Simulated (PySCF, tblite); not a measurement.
# C4H7NOSi: geometry, infrared bands and NMR shifts

What infrared bands and NMR shifts should C4H7NOSi (`[H]/N=C\CO[SiH2]C#C`) show?

Programs: tblite 0.8.0 and PySCF 2.14.0, with density-fitted response routines of our own. Each step states its level of theory. These are calculated values for one molecule in the gas phase, unless marked as measured. Atoms are numbered from 0 throughout.

### Step 1. The starting structure

14 atoms, charge 0, multiplicity 1; geometry from: force field or distance geometry start.

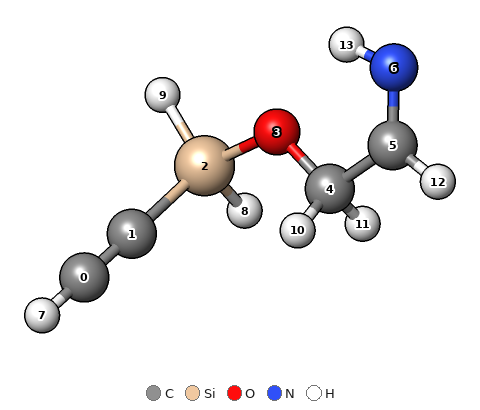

As it starts; carbon grey, silicon light orange, oxygen red, nitrogen blue, hydrogen white, atoms numbered.

### Step 2. Optimising the geometry with GFN2-xTB

What the job is given:

```
{"job": {"kind": "relax", "xc": "GFN2-xTB", "basis": "xTB"}, "charge": 0, "multiplicity": 1}
C      3.190500     1.037600    -0.583400
C      2.369700     0.468700     0.085000
Si     1.120100    -0.433500     1.150400
O     -0.455500    -0.032100     0.723300
C     -0.900500    -0.373000    -0.566900
C     -2.361100     0.013900    -0.718100
N     -3.036200     0.563200     0.237100
H      3.906300     1.559900    -1.175100
H      1.275800    -1.896700     0.973400
H      1.308700    -0.108700     2.583200
H     -0.342500     0.175000    -1.343200
H     -0.829700    -1.452100    -0.763200
H     -2.845500    -0.186000    -1.674500
H     -2.400900     0.663500     1.049700
```

Launch:

```sh
> OMP_NUM_THREADS=1 python probes_run.py task.json out
```

This one command runs all jobs of the session in turn.

The program printed:

```text
step      E/eV     max force
  0    -565.29024    2.674
  1    -565.34437    2.772
  2    -565.40653    1.023
  3    -565.41196    1.587
  4    -565.43771    0.443
  5    -565.45454    0.322
  6    -565.46725    0.463
  7    -565.48368    0.367
  8    -565.49724    0.308
  9    -565.50715    0.252
 10    -565.51213    0.169
 11    -565.51476    0.120
 12    -565.51659    0.118
 13    -565.51862    0.131
 14    -565.52147    0.168
 15    -565.52484    0.198
 16    -565.52729    0.144
 17    -565.52831    0.069
 18    -565.52880    0.062
 19    -565.52936    0.079
 20    -565.53012    0.084
 21    -565.53098    0.096
 22    -565.53186    0.095
 23    -565.53281    0.105
 24    -565.53393    0.105
 25    -565.53503    0.080
 26    -565.53575    0.056
 27    -565.53611    0.047
 28    -565.53634    0.039
 29    -565.53656    0.041
 30    -565.53680    0.044
 31    -565.53708    0.058
 32    -565.53747    0.066
 33    -565.53796    0.064
 34    -565.53838    0.062
 35    -565.53861    0.037
 36    -565.53873    0.033
 37    -565.53884    0.030
 38    -565.53895    0.031
 39    -565.53903    0.027
 40    -565.53907    0.012
 41    -565.53909    0.013
 42    -565.53911    0.013
 43    -565.53914    0.017
 44    -565.53917    0.015
 45    -565.53919    0.009
```

It took 0.44 s on 1 thread of Arm Neoverse N1, shared host.

Relaxation path: (not every step is listed)

| step | energy from step 0 (eV) | largest force (eV/Å) |
| --- | --- | --- |
| 0 | 0.0000 | 2.6740 |
| 1 | -0.0541 | 2.7722 |
| 2 | -0.1163 | 1.0227 |
| 3 | -0.1217 | 1.5868 |
| 4 | -0.1475 | 0.4431 |
| 5 | -0.1643 | 0.3225 |
| 6 | -0.1770 | 0.4635 |
| 7 | -0.1934 | 0.3669 |
| 8 | -0.2070 | 0.3082 |
| 11 | -0.2245 | 0.1196 |
| 14 | -0.2312 | 0.1676 |
| 17 | -0.2381 | 0.0695 |
| 20 | -0.2399 | 0.0837 |
| 23 | -0.2426 | 0.1054 |
| 26 | -0.2455 | 0.0557 |
| 29 | -0.2463 | 0.0407 |
| 32 | -0.2472 | 0.0663 |
| 35 | -0.2484 | 0.0373 |
| 38 | -0.2487 | 0.0314 |
| 40 | -0.2488 | 0.0123 |
| 41 | -0.2488 | 0.0133 |
| 42 | -0.2489 | 0.0133 |
| 43 | -0.2489 | 0.0168 |
| 44 | -0.2489 | 0.0147 |
| 45 | -0.2489 | 0.0092 |

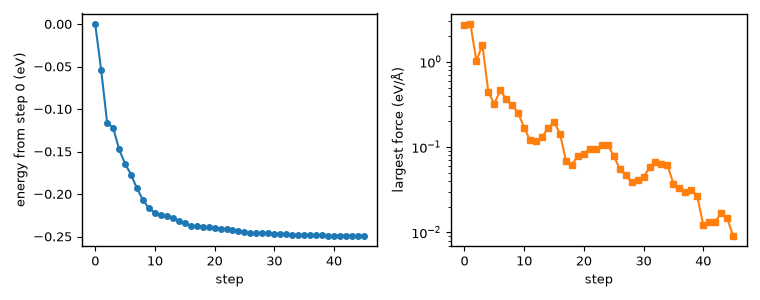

Energy and force, step by step.

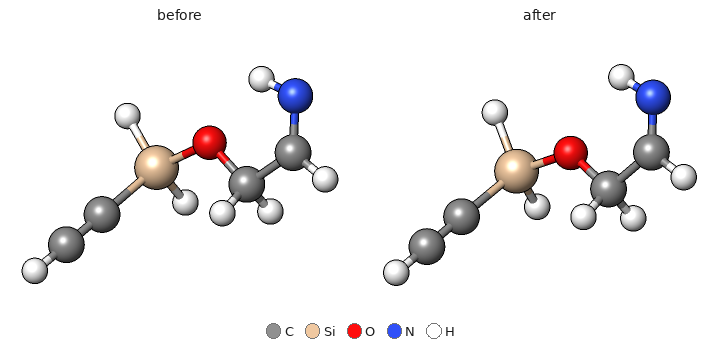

Before and after, at one scale.

Distances of close pairs at the start and the end, largest changes first:

```csv
bond,before (Å),after (Å),change (Å)
Si2–O3,1.681,1.626,-0.055
C5–N6,1.292,1.249,-0.043
Si2–H9,1.481,1.454,-0.028
C1–Si2,1.874,1.856,-0.017
N6–H13,1.036,1.022,-0.015
O3–C4,1.407,1.392,-0.015
Si2–H8,1.482,1.468,-0.014
C0–H7,1.065,1.053,-0.013
```

The final coordinates are the input of the step that follows.

### Step 3. Infrared spectrum with GFN2-xTB

What the job is given:

```
{"job": {"kind": "ir", "xc": "GFN2-xTB", "basis": "xTB"}, "charge": 0, "multiplicity": 1}
C      3.184886     1.022132    -0.566411
C      2.396907     0.432446     0.124422
Si     1.150494    -0.478541     1.155145
O     -0.361395    -0.189645     0.632282
C     -0.911753    -0.395141    -0.629861
C     -2.352571     0.048264    -0.651166
N     -2.990468     0.574274     0.285551
H      3.881872     1.536786    -1.164137
H      1.487475    -1.903333     1.047360
H      1.031234     0.058408     2.500737
H     -0.354508     0.172316    -1.388802
H     -0.860044    -1.456892    -0.908677
H     -2.867212    -0.117415    -1.593405
H     -2.435597     0.695867     1.134795
```

The program printed:

```text
mode    cm-1     km/mol
  1      15.3      1.40
  2      55.8      1.91
  3     120.4      0.95
  4     146.5      1.68
  5     180.4      8.29
  6     215.7      3.94
  7     231.4      5.31
  8     332.3     19.53
  9     513.9    101.35
 10     569.0     11.45
 11     619.8     26.62
 12     636.1     14.58
 13     655.3     10.43
 14     683.9     49.08
 15     684.3     21.35
 16     751.5    339.62
 17     758.8    179.48
 18     842.3    166.97
 19     952.4     98.34
 20     965.6      7.93
 21    1088.3     48.49
 22    1135.1    226.10
 23    1186.4     71.80
 24    1201.3      4.28
 25    1309.8      8.40
 26    1339.5     72.40
 27    1442.7      8.44
 28    1753.5    163.80
 29    2204.7    259.71
 30    2211.8    101.10
 31    2338.6    250.74
 32    2865.3     34.58
 33    2895.7     39.06
 34    3006.3     53.15
 35    3296.1      6.87
 36    3352.3      2.11
```

Wall time 0.66 s (1 thread of Arm Neoverse N1, shared host).

Which atoms move in the most intense modes:

| cm⁻¹ | km/mol | atoms |
| --- | --- | --- |
| 514 | 101.3 | H9 44 %, H8 23 %, Si2 16 %, C1 12 % |
| 752 | 339.6 | H8 53 %, H9 27 %, Si2 13 % |
| 759 | 179.5 | H9 44 %, H8 40 % |
| 842 | 167.0 | C4 29 %, O3 29 %, Si2 24 % |
| 1135 | 226.1 | O3 32 %, H13 22 %, C4 20 %, H12 15 % |
| 1754 | 163.8 | C5 57 %, N6 40 % |
| 2205 | 259.7 | H8 66 %, C1 18 %, C0 11 % |
| 2339 | 250.7 | H9 97 % |

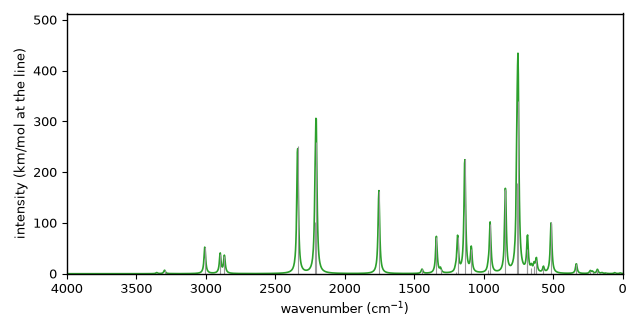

The infrared spectrum from these modes, unscaled. Lines are broadened to a width of 14 cm⁻¹ (Lorentzian).

### Step 4. NMR shieldings: PBE0/pcSseg-1

Settings changed since step 3:

```diff
@@ -1,2 +1,2 @@
-{"job": {"kind": "ir", "xc": "GFN2-xTB", "basis": "xTB"}, "charge": 0, "multiplicity": 1}
+{"job": {"kind": "nmr", "xc": "PBE0", "basis": "pcSseg-1"}, "charge": 0, "multiplicity": 1}
 C      3.184886     1.022132    -0.566411
```

Level: GIAO PBE0/pcSseg-1 NMR shielding, non-relativistic, gas phase.

The program printed:

```text
coarse grid: 12456 points
cycle   1  E = -575.3771010661  dE =  9.030e-01  |g| = 7.613e-01  |ddm| = 3.455e+00
cycle   2  E = -575.2168365332  dE =  1.603e-01  |g| = 1.186e+00  |ddm| = 1.687e+00
cycle   3  E = -575.4890294111  dE = -2.722e-01  |g| = 1.401e-01  |ddm| = 1.104e+00
cycle   4  E = -575.4930663541  dE = -4.037e-03  |g| = 4.971e-02  |ddm| = 1.401e-01
cycle   5  E = -575.4935269194  dE = -4.606e-04  |g| = 2.489e-02  |ddm| = 5.316e-02
cycle   6  E = -575.4936560771  dE = -1.292e-04  |g| = 5.743e-03  |ddm| = 2.019e-02
cycle   7  E = -575.4936619778  dE = -5.901e-06  |g| = 3.006e-03  |ddm| = 5.216e-03
final grid: 116568 points
cycle   8  E = -575.5443603661  dE = -1.836e-05  |g| = 9.991e-03  |ddm| = 2.616e-02
cycle   9  E = -575.5443160664  dE =  4.430e-05  |g| = 1.717e-02  |ddm| = 1.772e-02
cycle  10  E = -575.5443801196  dE = -6.405e-05  |g| = 2.956e-03  |ddm| = 1.175e-02
cycle  11  E = -575.5443822181  dE = -2.099e-06  |g| = 5.037e-04  |ddm| = 2.156e-03
cycle  12  E = -575.5443822695  dE = -5.133e-08  |g| = 1.509e-04  |ddm| = 5.011e-04
cycle  13  E = -575.5443822739  dE = -4.407e-09  |g| = 4.652e-05  |ddm| = 1.351e-04
cycle  14  E = -575.5443822742  dE = -3.640e-10  |g| = 1.948e-05  |ddm| = 4.679e-05
converged SCF energy = -575.5443822742

GIAO shielding tensors (ppm)
atom      isotropic    diamagn.    paramagn.     s11        s22        s33       span
  0 C       82.416     260.657    -178.241     -2.807      3.917    246.137    248.944
  1 C       99.864     261.726    -161.863      2.086      8.758    288.747    286.660
  2 Si     396.734     880.826    -484.092    349.531    379.309    461.363    111.832
  3 O      321.414     400.592     -79.178    272.986    326.980    364.276     91.290
  4 C      118.155     247.937    -129.782     96.290    104.130    154.044     57.754
  5 C       16.571     252.599    -236.028   -102.489     33.645    118.556    221.045
  6 N      -82.284     324.773    -407.057   -437.455   -102.059    292.662    730.117
  7 H       29.679      33.141      -3.462     24.794     24.888     39.355     14.562
  8 H       26.602      28.850      -2.248     23.070     25.172     31.565      8.495
  9 H       26.670      29.218      -2.548     22.655     25.400     31.956      9.301
 10 H       27.316      32.357      -5.041     22.781     27.265     31.901      9.120
 11 H       27.608      30.732      -3.124     23.686     26.176     32.961      9.275
 12 H       23.865      27.305      -3.440     22.161     22.650     26.784      4.622
 13 H       19.801      36.032     -16.231      9.148     21.872     28.384     19.236
```

Run time: 49 s. Hardware: 1 thread of Arm Neoverse N1, shared host; peak memory 0.72 GiB.

Shifts follow as δ = σ(reference) − σ, with reference shieldings (ppm) from runs at the same level and on the same kind of geometry: ¹H TMS 31.72, ¹³C TMS 186.9, ²⁹Si TMS 349.2, ¹⁵N NH3 267.7, ¹⁷O H2O 336.1. The references are single molecules in the gas phase, so shifts against H2O, NH3, PH3, H3PO4 or CFCl3 are not on the usual liquid scales and can be off by tens of ppm. Atoms listed in one row are averaged.

| atoms | environment | σ (ppm) | δ (ppm) |
| --- | --- | --- | --- |
| C5 | carbon bonded to C, N, H | 16.6 | 170.4 |
| C0 | carbon bonded to C, H | 82.4 | 104.5 |
| C1 | carbon bonded to C, Si | 99.9 | 87.1 |
| C4 | carbon bonded to C, O, 2 H | 118.2 | 68.8 |
| H13 | hydrogen on a nitrogen bonded to C | 19.80 | 11.92 |
| H12 | hydrogen on a carbon bonded to C, N | 23.86 | 7.85 |
| H8, H9 | hydrogen on a silicon bonded to C, O | 26.64 | 5.08 |
| H10, H11 | hydrogen on a carbon bonded to C, O | 27.46 | 4.26 |
| H7 | hydrogen on a carbon bonded to C | 29.68 | 2.04 |
| Si2 | silicon bonded to C, O, 2 H | 396.7 | -47.6 |
| O3 | oxygen bonded to C, Si | 321.4 | 14.7 |
| N6 | nitrogen bonded to C, H | -82.3 | 350.0 |

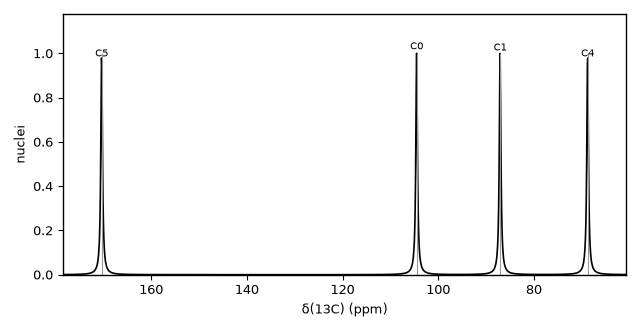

¹³C lines at the computed shifts, without couplings. Lines are broadened to a width of 0.41 ppm (Lorentzian).

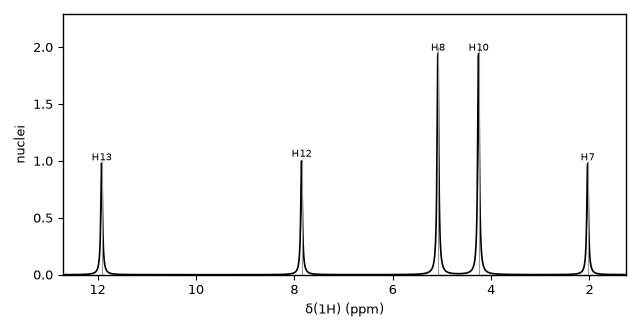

¹H lines at the computed shifts, without couplings. Lines are broadened to a width of 0.04 ppm (Lorentzian).

The run also stored atomic charges by several schemes (e):

```
atoms  Mulliken    IAO  Hirshfeld  ESP fit
   C0     -0.17  -0.17      -0.08    -0.33
   C1     -0.21  -0.36      -0.16    -0.17
  Si2      0.88   1.03       0.42     0.60
   O3     -0.65  -0.63      -0.21    -0.35
   C4      0.10  -0.09       0.01    -0.03
   C5     -0.01   0.04       0.04     0.39
   N6     -0.33  -0.42      -0.24    -0.73
```

Mulliken charges:

C0 -0.17; C1 -0.21; Si2 0.88; O3 -0.65; C4 0.10; C5 -0.01; N6 -0.33; H7 0.07; H8 -0.11; H9 -0.11; H10 0.13; H11 0.12; H12 0.11; H13 0.18

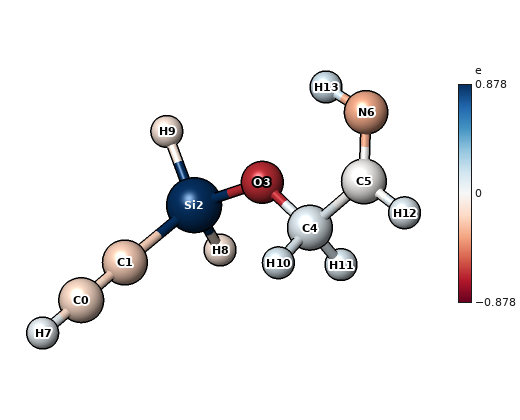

Mulliken charges, as colours on the atoms.

Mayer bond orders: C0–C1 2.55, C1–Si2 0.89, Si2–O3 0.97, O3–C4 0.89, C4–C5 0.98, C5–N6 2.10.

Orbitals, density, ELF and potential are computed afterwards from the orbital file.

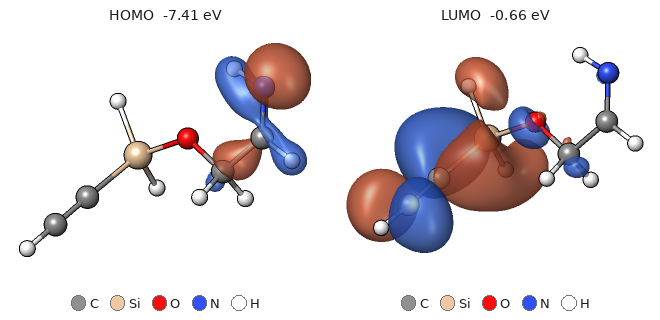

Frontier orbitals at PBE0/pcSseg-1; each surface holds 70 % of the orbital's density, blue and red mark the sign.

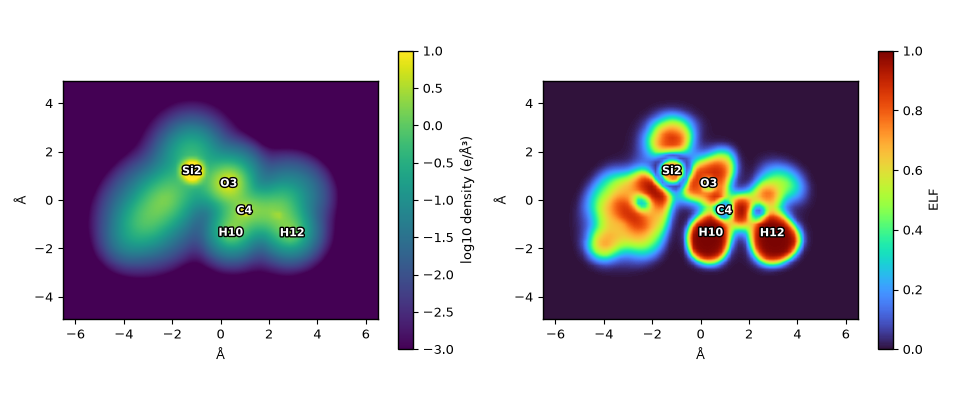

Density (left) and ELF (right) in a plane through or near 5 of the atoms.

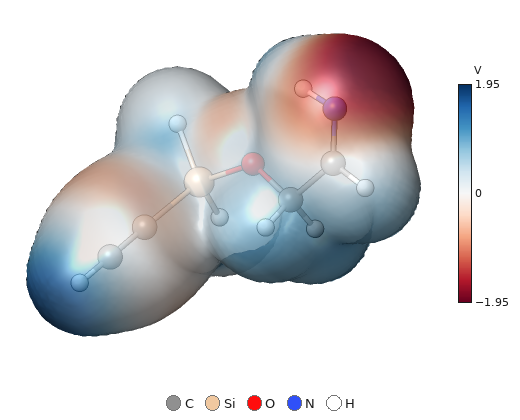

The potential that a unit positive charge feels on the 0.002 e/bohr³ surface, from -1.95 V near N6 to 1.67 V near H7.

### Step 5. Summary of results

| quantity | value |
| --- | --- |
| strongest single infrared mode (GFN2-xTB) | 752 cm⁻¹, 340 km/mol |
| zero-point energy (GFN2-xTB) | 60.8 kcal/mol |
| ¹³C shifts against TMS (PBE0/pcSseg-1) | 170.4, 104.5, 87.1, 68.8 ppm |
| ¹H shifts against TMS (PBE0/pcSseg-1, means over atoms taken as alike) | 11.92, 7.85, 5.08, 4.26, 2.04 ppm |
| ²⁹Si shifts against TMS (PBE0/pcSseg-1) | -47.6 ppm |
| ¹⁷O shifts against H2O (PBE0/pcSseg-1) | 14.7 ppm |
| ¹⁵N shifts against NH3 (PBE0/pcSseg-1) | 350.0 ppm |
| surface potential, least and greatest | -1.95 V and 1.67 V |

**Reading.** The optimisation took 45 steps and gained 0.249 eV; among the close pairs (by a distance rule), Si2–O3 changed most, from 1.681 to 1.626 Å. No mode is imaginary among the 36: a minimum at this level. The strongest single mode, at 752 cm⁻¹, moves mainly H8 and H9. Unscaled tight-binding wavenumbers are off by several per cent, some by more. Its intensities can rank the bands wrongly. At PBE0/pcSseg-1: The largest span, 730 ppm, is at N6, where the paramagnetic term is -407 ppm. At PBE0/pcSseg-1, counted by nearest atom on the grid, the HOMO lies on N6 64 %; H13 11 %, the LUMO on C0, C1 about 22 % each; Si2 17 %.
